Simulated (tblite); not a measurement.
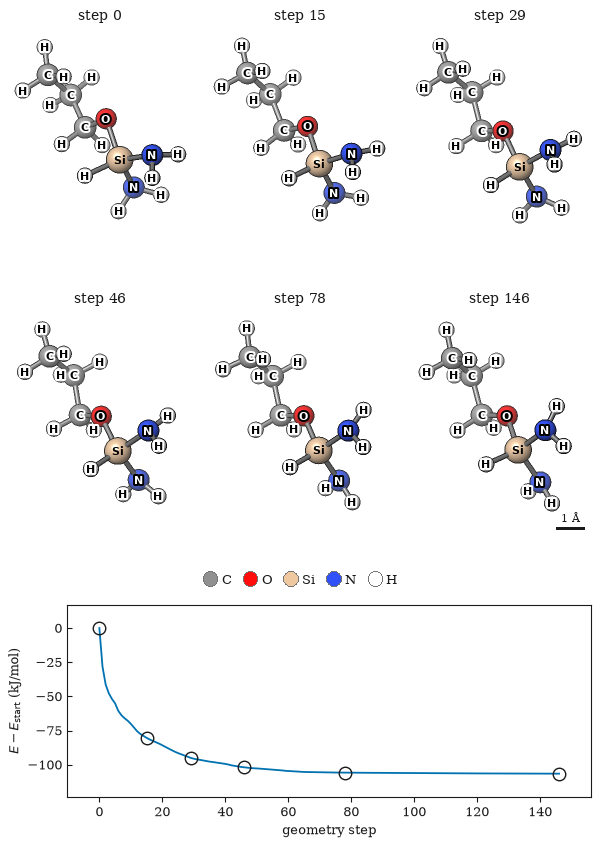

Frames of a relaxation of C$_{3}$H$_{12}$N$_{2}$OSi, marked on the history of the run. The picture is a ball-and-stick view, seen from a free direction.

Computed with tblite 0.8.0, GFN2-xTB geometry optimisation, gas phase. 

Question: What happens along the run?

Answer: After 146 geometry steps the energy has fallen by 106.6 kJ/mol. The atom that moves furthest after the best rigid fit is an H atom (1.39 Å). By element the largest moves are H 1.39 Å, O 0.65 Å, N 0.60 Å, C 0.37 Å, Si 0.28 Å. Some distances before and after: O–Si 1.715 → 1.619 Å, H–N 1.059 → 1.006 Å, N–Si 1.782 → 1.735 Å, N–Si 1.763 → 1.718 Å. Bond angles that change, for instance: C–O–Si 105.1° → 128.0°, O–Si–N 112.6° → 102.6°, Si–N–H 107.5° → 117.1°. Groups turn about N–Si by about 70°, N–Si by about 55°. From step 0 to 15: O and H atoms move most (0.32 Å), energy −80.3 kJ/mol. From step 15 to 29: H atoms move most (0.41 Å), energy −14.7 kJ/mol. From step 29 to 46: an H atom moves most (0.40 Å), energy −6.94 kJ/mol. From step 46 to 78: an H atom moves most (0.32 Å), energy −3.89 kJ/mol. From step 78 to 146: an H atom moves most (0.30 Å), energy −0.75 kJ/mol.

| step | E − E(0), kJ/mol |
| --- | --- |
| 0 | 0.00 |
| 1 | -28.23 |
| 2 | -41.27 |
| 3 | -47.73 |
| 4 | -51.87 |
| 5 | -55.14 |
| 6 | -60.52 |
| 7 | -63.79 |
| 8 | -65.98 |
| 9 | -67.83 |
| 10 | -70.11 |
| 17 | -82.58 |
| 24 | -90.54 |
| 31 | -96.06 |
| 39 | -99.06 |
| 46 | -101.94 |
| 53 | -103.26 |
| 60 | -104.61 |
| 67 | -105.41 |
| 74 | -105.71 |
| 82 | -105.90 |
| 89 | -105.97 |
| 96 | -106.07 |
| 103 | -106.17 |
| 110 | -106.29 |
| 117 | -106.37 |
| 125 | -106.41 |
| 132 | -106.45 |
| 139 | -106.54 |
| 146 | -106.57 |
